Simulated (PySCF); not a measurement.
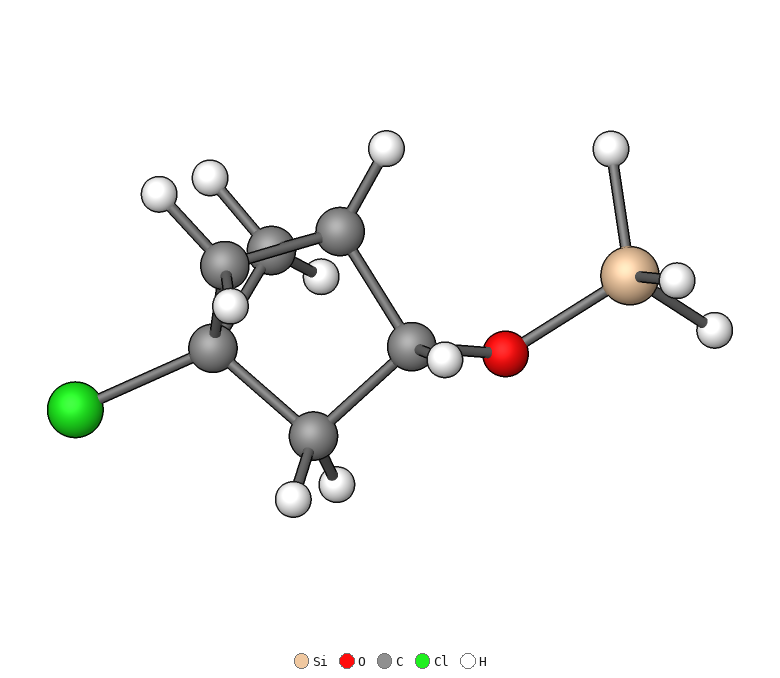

(Drawn from a calculation with PySCF.)

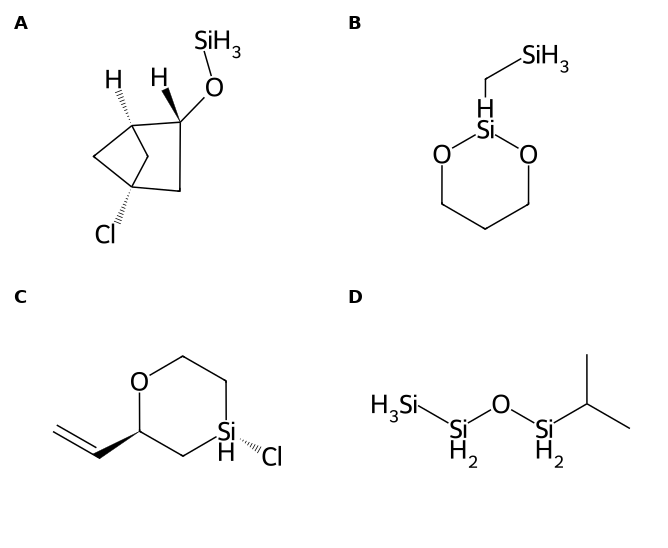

**The first picture shows one of the molecules drawn in the second. Which?**

A, `[SiH3]O[C@@H]1C[C@]2(Cl)C[C@H]1C2`.
